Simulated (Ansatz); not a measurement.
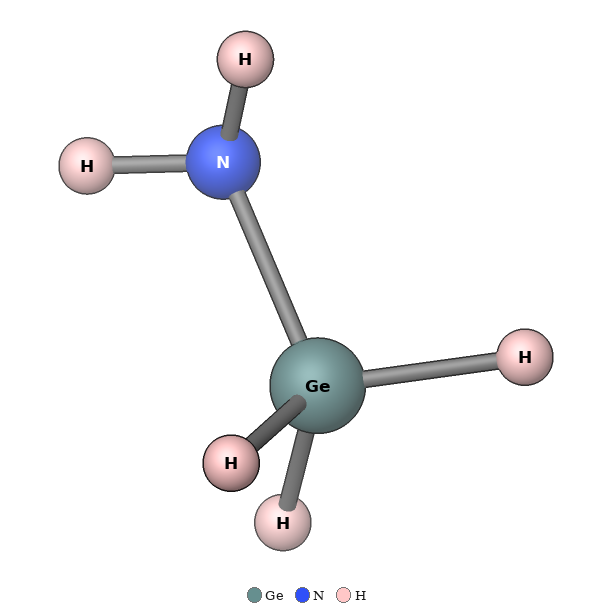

Distant atoms are faded towards the background colour. The computed structure is the end point of a PBE0-D4/def2-TZVP optimisation.

Which symmetry elements does this geometry have?

Answer. It has 1 mirror plane, so the point group is Cs. The group has 2 operations. The geometry is achiral, and symmetry allows a dipole moment.
